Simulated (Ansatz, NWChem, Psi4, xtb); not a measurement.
Redistribution: CCl3F + CH3F → CHCl2F + CH2ClF

Gas-phase species: CCl3F (trichlorofluoromethane) `FC(Cl)(Cl)Cl`, singlet; CH3F (fluoromethane) `CF`, singlet; CHCl2F (dichlorofluoromethane) `FC(Cl)Cl`, singlet; CH2ClF (chlorofluoromethane) `FCCl`, singlet. The partners trade Cl for H; both sit on C, so the bond types are kept.

Shapes, held fixed at every level: PBE0-D4/def2-TZVP. Programs: Ansatz 0.2.0, NWChem 7.3.0, Psi4 1.11, xtb 6.7.1, xtb 6.7.1 later snapshot. A level may come from different programs for different species; with the same settings they agree closely. The zero-point and thermal change to 298 K, harmonic and unscaled (PBE0-D4/def2-TZVP), is +4.0 kJ/mol.

| level | kind | ΔH(298 K) (kJ/mol) | less CCSD(T)/CBS estimate |
| --- | --- | --- | --- |
| GFN2-xTB | semi-empirical | +9.5 | +34.5 |
| HF/def2-SVP | Hartree–Fock | -40.8 | -15.8 |
| HF/def2-TZVPP | Hartree–Fock | -43.9 | -18.9 |
| SPW92/def2-TZVPP | LDA | -22.9 | +2.1 |
| B3LYP/6-31G* (spherical functions) | global hybrid | -37.6 | -12.6 |
| B3LYP-D4/def2-TZVPP | global hybrid | -27.5 | -2.5 |
| wB97X-V/def2-TZVPP | range-separated hybrid | -28.1 | -3.1 |
| CCSD/def2-SVP | coupled cluster or CI | -21.6 | +3.4 |
| CCSD(T)/CBS estimate | coupled cluster or CI | -25.0 | 0.0 |

The highest level, CCSD(T)/CBS estimate, gives ΔH(298 K) = -25.0 kJ/mol; the levels span -43.9 to +9.5. They disagree on the sign: 1 of 9 are positive. The column of differences is taken from that level and isn't an error. No measured value is set beside it here. The CBS estimate extrapolates MP2 from def2-TZVPP and def2-QZVPP and adds CCSD(T) − MP2 in the triple-zeta set, cores frozen.

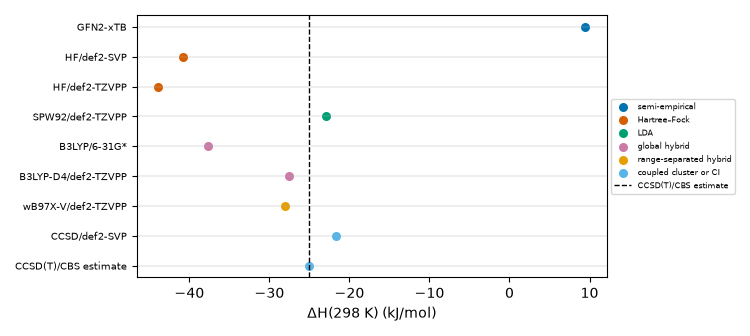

The values of the table, level by level.
